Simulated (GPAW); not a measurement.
# Calculation of the molecule and its ions, with input and output: SiPH$_{2}$SCl (part 1 of 3)

System: SiPH$_{2}$SCl.
Method: RPBE/dzp, scalar-relativistic datasets (GPAW 26.7.0).

The geometry comes from this level: GFN2-xTB.

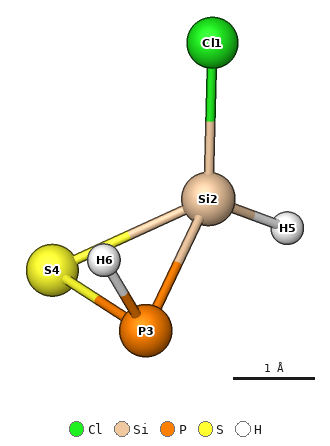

**Figure 1.** The structure as given in the input (ball-and-stick view, seen at a tilt; atoms are numbered from 1 in the order of the input).

## The input (ClH2PSSi.py)
```python
from ase.io import read
from gpaw import GPAW

system = read('ClH2PSSi.xyz')
system.center(vacuum=4.5)

energies = {}
for name, charge, unpaired in [('neutral', 0, 0), ('oxidised', 1, 1)]:
    system.set_initial_magnetic_moments([unpaired / len(system)] * len(system))
    calc = GPAW(mode='lcao',
                basis='dzp',
                h=0.22,
                xc='RPBE',
                charge=charge,
                occupations={'name': 'fermi-dirac', 'width': 0.0, 'fixmagmom': unpaired > 0},
                maxiter=100,
                symmetry='off',
                txt='-')
    system.calc = calc
    energies[name] = system.get_potential_energy()
    print(f'{name:10} {energies[name]:12.5f} eV')

ip = energies['oxidised'] - energies['neutral']
print(f'Vertical IP: {ip:.3f} eV')
```

## File ClH2PSSi.xyz
```
6

Cl    -1.742050     0.974420    -1.097560
Si     0.064600     0.202220    -0.703380
P      0.865680    -0.052660     1.361770
S      0.134930    -1.733780     0.221720
H      1.021650     0.345040    -1.779430
H     -0.344810     0.264760     1.996880
```

Machine: 1 thread of Arm Neoverse V2, 24 GiB of memory available, shared host.

Command:
```bash
python3 ClH2PSSi.py
```

## Output
```
__  _  _
 | _ |_)|_||  |
 |__||  | ||/\| - 26.7.0

units:  Angstrom and eV
cores:  1
OpenMP: False

Versions:
  Python: 3.12.14
  ASE:    3.29.0
  Numpy:  2.5.5
  Scipy:  1.18.1
  Libxc:  7.0.0

        _gpaw.cpython-312-aarch64-linux-gnu.so

Input parameters:
  mode=LCAO(),
  basis={'default': 'dzp'},
  charge=0.0,
  h=0.22,
  maxiter=100,
  occupations=Occupations(name='fermi-dirac', width=0.0, fixmagmom=False),
  symmetry=Symmetry(point_group=False, time_reversal=False),
  xc=XC(name='RPBE')
        .----------------------------.
       /|                            |
      / |                            |
     /  |                            |
    /   |                            |
   /    |                            |
  /     |                            |
 *      |                            |
 |      |                            |
 |      |          H                 |
 |      |             P              |
 |      |                            |
 |      |       Cl SSi               |
 |      |              H             |
 |      |                            |
 |      |                            |
 |      .----------------------------.
 |     /                            /
 |    /                            /
 |   /                            /
 |  /                            /
 | /                            /
 |/                            /
 *----------------------------*

Atoms  # Å, Bohr magnetons
|   | symbol |        x |        y |        z |    initial magnetic moments |
|---|--------|----------|----------|----------|-----------------------------|
| 0 |     Cl | 4.500000 | 7.208200 | 5.181870 | ( 0.0000,  0.0000,  0.0000) |
| 1 |     Si | 6.306650 | 6.436000 | 5.576050 | ( 0.0000,  0.0000,  0.0000) |
| 2 |      P | 7.107730 | 6.181120 | 7.641200 | ( 0.0000,  0.0000,  0.0000) |
| 3 |      S | 6.376980 | 4.500000 | 6.501150 | ( 0.0000,  0.0000,  0.0000) |
| 4 |      H | 7.263700 | 6.578820 | 4.500000 | ( 0.0000,  0.0000,  0.0000) |
| 5 |      H | 5.897240 | 6.498540 | 8.276310 | ( 0.0000,  0.0000,  0.0000) |

Unit cell  # Å
| periodic |         x |         y |         z |   lengths |    angles |
|----------|-----------|-----------|-----------|-----------|-----------|
|       no | 11.763700 |  0.000000 |  0.000000 | 11.763700 | 90.000000 |
|       no |  0.000000 | 11.708200 |  0.000000 | 11.708200 | 90.000000 |
|       no |  0.000000 |  0.000000 | 12.776310 | 12.776310 | 90.000000 |

Number of symmetries: 1
Symmetry operations  # r_c * U_cc + t_c -> r_c
|   | kind |            matrix            |
|---|------|------------------------------|
| 0 |  E   |  1, 0, 0,  0, 1, 0,  0, 0, 1 |

BZ-sampling:
  Number of BZ points: 1
  Number of IBZ points: 1

  Monkhorst-Pack size: [1, 1, 1]
  Monkhorst-Pack shift: [0, 0, 0]

K-points  # in reciprocal-cell coordinates
|   |                                coordinates |     weight |
|---|--------------------------------------------|------------|
| 0 | (  0.00000000,   0.00000000,   0.00000000) | 1.00000000 |

basis functions: 62
Spin-components: 1 (collinear spins)
Bands:           18
Projectors:      26
Spin-degeneracy: 2
Datatype:        <class 'float'>

  Storage: CPU
  Wave functions: 8_928 bytes (8_928 per core)

Parallelization:
  kpt:    1
  domain: 1
  band:   1

Density:
  Valence electrons: 24.0
  Components: 1
  Grid points: [52 52 60]
  Charge: 0.0  # |e|

Potential:
  Grid points: [52 52 60]

species:
  Cl:
    name:    Chlorine
    Z:       17.0
    valence: 7
    core:    10
    charge:  0.0  # [|e|]
    file:    Cl.RPBE.gz
    compensation charges:
      type: gauss
      rc: 0.25  # [Å]
      lmax: 2
    cutoffs:
      filter: 1.40  # [Å]
      core: 1.49  # [Å]
    projectors
    | kind |    occ | energy [eV] | rcut [Å] |
    |------|--------|-------------|----------|
    |   3s |  2.000 |     -20.687 |    0.794 |
    |   3p |  5.000 |      -8.572 |    0.794 |
    |    s |        |       6.524 |    0.794 |
    |    p |        |      18.639 |    0.794 |
    |    d |        |       0.000 |    0.794 |

    LCAO basis set for Cl:
      Name: dzp
      File: Cl.dzp.basis.gz
      Number of radial functions: 5
      Number of spherical harmonics: 13
        l=0, rc=5.1719 Bohr: 3s-sz confined orbital
        l=1, rc=6.2656 Bohr: 3p-sz confined orbital
        l=0, rc=2.8281 Bohr: 3s-dz split-valence wave
        l=1, rc=3.5156 Bohr: 3p-dz split-valence wave
        l=2, rc=6.2656 Bohr: d-type Gaussian polarization
      Number of RI-basis functions 0

  Si:
    name:    Silicon
    Z:       14.0
    valence: 4
    core:    10
    charge:  0.0  # [|e|]
    file:    Si.RPBE.gz
    compensation charges:
      type: gauss
      rc: 0.33  # [Å]
      lmax: 2
    cutoffs:
      filter: 1.86  # [Å]
      core: 2.06  # [Å]
    projectors
    | kind |    occ | energy [eV] | rcut [Å] |
    |------|--------|-------------|----------|
    |   3s |  2.000 |     -10.793 |    1.058 |
    |   3p |  2.000 |      -4.075 |    1.058 |
    |    s |        |      16.418 |    1.058 |
    |    p |        |      23.136 |    1.058 |
    |    d |        |       0.000 |    1.058 |

    LCAO basis set for Si:
      Name: dzp
      File: Si.dzp.basis.gz
      Number of radial functions: 5
      Number of spherical harmonics: 13
        l=0, rc=6.8594 Bohr: 3s-sz confined orbital
        l=1, rc=9.0625 Bohr: 3p-sz confined orbital
        l=0, rc=3.8906 Bohr: 3s-dz split-valence wave
        l=1, rc=5.2344 Bohr: 3p-dz split-valence wave
        l=2, rc=9.0625 Bohr: d-type Gaussian polarization
      Number of RI-basis functions 0

  P:
    name:    Phosphorus
    Z:       15.0
    valence: 5
    core:    10
    charge:  0.0  # [|e|]
    file:    P.RPBE.gz
    compensation charges:
      type: gauss
      rc: 0.30  # [Å]
      lmax: 2
    cutoffs:
      filter: 1.69  # [Å]
      core: 1.81  # [Å]
    projectors
    | kind |    occ | energy [eV] | rcut [Å] |
    |------|--------|-------------|----------|
    |   3s |  2.000 |     -13.955 |    0.953 |
    |   3p |  3.000 |      -5.495 |    0.953 |
    |    s |        |      13.257 |    0.953 |
    |    p |        |      21.717 |    0.953 |
    |    d |        |       0.000 |    0.953 |

    LCAO basis set for P:
      Name: dzp
      File: P.dzp.basis.gz
      Number of radial functions: 5
      Number of spherical harmonics: 13
        l=0, rc=6.0938 Bohr: 3s-sz confined orbital
        l=1, rc=7.7031 Bohr: 3p-sz confined orbital
        l=0, rc=3.4375 Bohr: 3s-dz split-valence wave
        l=1, rc=4.4688 Bohr: 3p-dz split-valence wave
        l=2, rc=7.7031 Bohr: d-type Gaussian polarization
      Number of RI-basis functions 0

  S:
    name:    Sulfur
    Z:       16.0
    valence: 6
    core:    10
    charge:  0.0  # [|e|]
    file:    S.RPBE.gz
    compensation charges:
      type: gauss
      rc: 0.24  # [Å]
      lmax: 2
    cutoffs:
      filter: 1.77  # [Å]
      core: 1.66  # [Å]
    projectors
    | kind |    occ | energy [eV] | rcut [Å] |
    |------|--------|-------------|----------|
    |   3s |  2.000 |     -17.247 |    0.974 |
    |   3p |  4.000 |      -6.991 |    0.979 |
    |    s |        |       9.964 |    0.974 |
    |    p |        |      20.220 |    0.979 |
    |    d |        |       0.000 |    0.900 |

    LCAO basis set for S:
      Name: dzp
      File: S.dzp.basis.gz
      Number of radial functions: 5
      Number of spherical harmonics: 13
        l=0, rc=5.5156 Bohr: 3s-sz confined orbital
        l=1, rc=6.9375 Bohr: 3p-sz confined orbital
        l=0, rc=3.0469 Bohr: 3s-dz split-valence wave
        l=1, rc=3.9375 Bohr: 3p-dz split-valence wave
        l=2, rc=6.9375 Bohr: d-type Gaussian polarization
      Number of RI-basis functions 0

  H:
    name:    Hydrogen
    Z:       1.0
    valence: 1
    core:    0
    charge:  0.0  # [|e|]
    file:    H.RPBE.gz
    compensation charges:
      type: gauss
      rc: 0.15  # [Å]
      lmax: 2
    cutoffs:
      filter: 0.85  # [Å]
      core: 0.53  # [Å]
    projectors
    | kind |    occ | energy [eV] | rcut [Å] |
    |------|--------|-------------|----------|
    |   1s |  1.000 |      -6.572 |    0.476 |
    |    s |        |      20.639 |    0.476 |
    |    p |        |       0.000 |    0.476 |

    LCAO basis set for H:
      Name: dzp
      File: H.dzp.basis.gz
      Number of radial functions: 3
      Number of spherical harmonics: 5
        l=0, rc=6.4219 Bohr: 1s-sz confined orbital
        l=0, rc=3.6094 Bohr: 1s-dz split-valence wave
        l=1, rc=6.4219 Bohr: p-type Gaussian polarization
      Number of RI-basis functions 0

Reference energy: -40641.894322  # eV

eigensolver:
  <gpaw.new.lcao.eigensolver.LCAOEigensolver object at 0xe979e32a2d20>
density mixing:
  MSR1-Mixer
  Pratt-step length: 0.05
  Maximum mixing coefficient: 0.75
  Old densities: 10
  SVD Regularization: 0.005
  Good broyden scale: 1.0
  Trust region scale: 1.0
  Backstep threshold: 4.0
  History deletion threshold: 6.0
  Fourier metric: weight=20.0, sigma=0.015

occupation numbers:
  # Zero width

FastPoissonSolver using
    Stencil: 6*3+1=19 point O(h^6) finite-difference Laplacian
    FFT axes: []
    FST axes: [np.int64(0), np.int64(1), np.int64(2)]

xc functional:
  name: RPBE with 2 nearest neighbor stencil
interpolation: tri-quintic # 5. degree polynomial

        .----------------------------.
       /|                            |
      / |                            |
     /  |                            |
    /   |                            |
   /    |                            |
  /     |                            |
 *      |                            |
 |      |                            |
 |      |          H                 |
 |      |             P              |
 |      |                            |
 |      |       Cl SSi               |
 |      |              H             |
 |      |                            |
 |      |                            |
 |      .----------------------------.
 |     /                            /
 |    /                            /
 |   /                            /
 |  /                            /
 | /                            /
 |/                            /
 *----------------------------*

Atoms  # Å, Bohr magnetons
|   | symbol |        x |        y |        z |    initial magnetic moments |
|---|--------|----------|----------|----------|-----------------------------|
| 0 |     Cl | 4.500000 | 7.208200 | 5.181870 | ( 0.0000,  0.0000,  0.0000) |
| 1 |     Si | 6.306650 | 6.436000 | 5.576050 | ( 0.0000,  0.0000,  0.0000) |
| 2 |      P | 7.107730 | 6.181120 | 7.641200 | ( 0.0000,  0.0000,  0.0000) |
| 3 |      S | 6.376980 | 4.500000 | 6.501150 | ( 0.0000,  0.0000,  0.0000) |
| 4 |      H | 7.263700 | 6.578820 | 4.500000 | ( 0.0000,  0.0000,  0.0000) |
| 5 |      H | 5.897240 | 6.498540 | 8.276310 | ( 0.0000,  0.0000,  0.0000) |

Unit cell  # Å
| periodic |         x |         y |         z |   lengths |    angles |
|----------|-----------|-----------|-----------|-----------|-----------|
|       no | 11.763700 |  0.000000 |  0.000000 | 11.763700 | 90.000000 |
|       no |  0.000000 | 11.708200 |  0.000000 | 11.708200 | 90.000000 |
|       no |  0.000000 |  0.000000 | 12.776310 | 12.776310 | 90.000000 |

Number of symmetries: 1
Symmetry operations  # r_c * U_cc + t_c -> r_c
|   | kind |            matrix            |
|---|------|------------------------------|
| 0 |  E   |  1, 0, 0,  0, 1, 0,  0, 0, 1 |

BZ-sampling:
  Number of BZ points: 1
  Number of IBZ points: 1

  Monkhorst-Pack size: [1, 1, 1]
  Monkhorst-Pack shift: [0, 0, 0]

K-points  # in reciprocal-cell coordinates
|   |                                coordinates |     weight |
|---|--------------------------------------------|------------|
| 0 | (  0.00000000,   0.00000000,   0.00000000) | 1.00000000 |

basis functions: 62
Spin-components: 1 (collinear spins)
Bands:           18
Projectors:      26
Spin-degeneracy: 2
Datatype:        <class 'float'>

  Storage: CPU
  Wave functions: 8_928 bytes (8_928 per core)

Parallelization:
  kpt:    1
  domain: 1
  band:   1

Density:
  Valence electrons: 24.0
  Components: 1
  Grid points: [52 52 60]
  Charge: 0.0  # |e|

Potential:
  Grid points: [52 52 60]
```
